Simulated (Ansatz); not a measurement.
System: a single layer of PtSO, 3 atoms in the cell, relaxed with r2SCAN.

```cif
data_structure
_symmetry_space_group_name_H-M 'P 1'
_symmetry_Int_Tables_number 1
_cell_length_a 3.3429
_cell_length_b 3.3429
_cell_length_c 29.1078
_cell_angle_alpha 90.000
_cell_angle_beta 90.000
_cell_angle_gamma 120.000
_cell_volume 281.70
loop_
_atom_site_label
_atom_site_type_symbol
_atom_site_fract_x
_atom_site_fract_y
_atom_site_fract_z
_atom_site_occupancy
Pt1 Pt 0.00000 0.00000 0.31190 1
O1 O 0.33333 0.66667 0.34504 1
S1 S 0.66667 0.33333 0.27064 1
```

Level of theory: PBE, Ansatz PAW set, no spin polarisation, no spin-orbit coupling, 12×12×1 k mesh, 420 eV cutoff, Fermi-Dirac smearing of 0.02 eV; code Ansatz 0.2.0.

What will the band structure and density of states look like? The path is Γ–M–K–Γ.

The material is gapped. The gap along this path is 1.30 eV and indirect, from the valence-band top between K and Γ to the conduction-band bottom at K; the smallest direct gap is 1.65 eV, at K. The top valence band spans 1.2 eV and the lowest conduction band 2.0 eV. The direct gaps are 3.59 eV at M, 3.71 eV at Γ and 1.65 eV at K.

Spin-orbit coupling is left out, which matters for Pt. LDA, GGA and most meta-GGA functionals understate gaps. The sheet was built from a prototype and needn't be a known or stable phase.

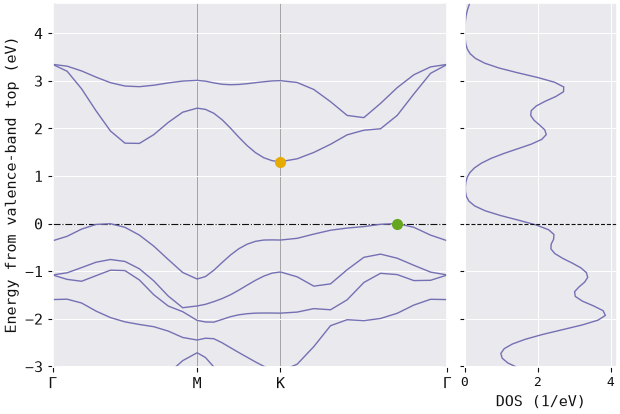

Band structure and density of states. Energies are counted from the top of the valence band. The DOS curve is built from the levels of the k mesh with Gaussians 0.55 eV wide, which also blur the band edges; ripples of that width can come from the mesh.
